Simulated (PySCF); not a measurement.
Molecule: SMILES Fc1ccc(-c2cccs2)s1 (C8H5FS2), singlet. Atoms near the plane z = 1.2 Å, at the GFN2-xTB optimised geometry (x, y, z in Å): F1 (1.6, -4.0, 0.0), C2 (1.4, -2.7, 0.0), C3 (2.4, -1.7, 0.0), C4 (1.8, -0.4, 0.0), C5 (0.4, -0.4, 0.0), C6 (-0.5, 0.7, 0.0), C7 (-1.8, 0.7, 0.0), C8 (-2.4, 2.0, 0.0), C9 (-1.4, 2.9, 0.0), S10 (0.2, 2.3, 0.0), S11 (-0.2, -2.1, 0.0), H12 (3.4, -1.9, 0.0), H13 (2.4, 0.5, 0.0), H14 (-2.4, -0.2, 0.0), H15 (-3.4, 2.2, 0.0), H16 (-1.6, 4.0, 0.0).

Method: PySCF with PBE/def2-TZVP. The values are rescaled to run from 0 to 1.

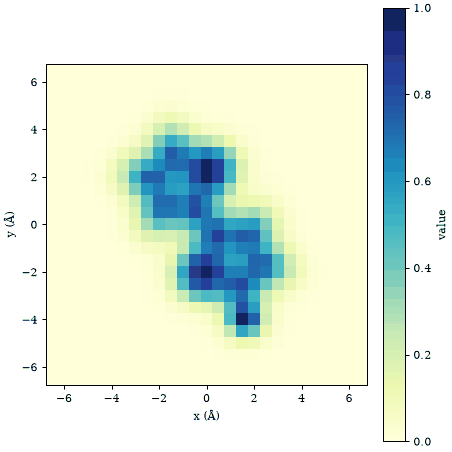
*a field on the plane z = 1.2 Å.*

### Question
Which quantity is mapped?
A. electron localisation function
B. electrostatic potential
C. Laplacian of the electron density
D. an orbital amplitude

### Answer
C, Laplacian of the electron density. In full: Laplacian of the electron density (e/bohr⁵).
